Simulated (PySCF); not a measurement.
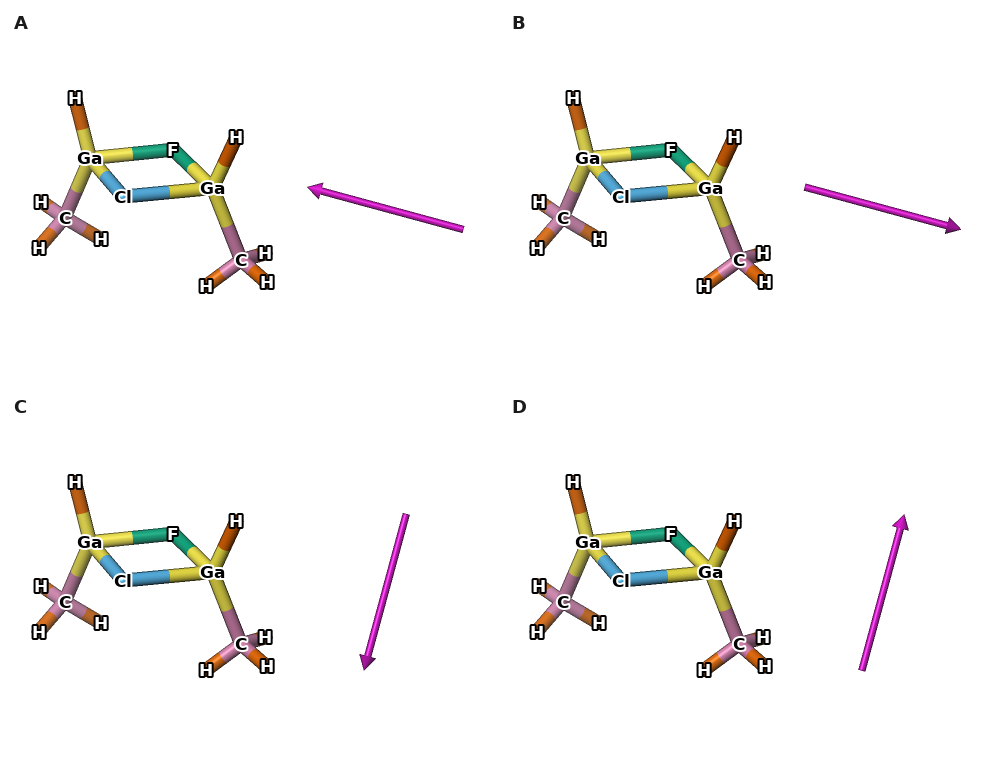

The same molecule four times, each with an arrow. Computed geometry: GFN2-xTB optimisation. No frequency run is at hand to confirm it as a minimum. Method: CAM-B3LYP/def2-SVPD, gas phase (PySCF 2.14.0).

### Which arrow points along the dipole moment, from the negative to the positive end?

C. The dipole moment is 1.42 D.

The geometry is semi-empirical. Around Ga such bond lengths and angles can be off by a tenth of an ångström or more and by several degrees, and values that hang on the shape move with them.
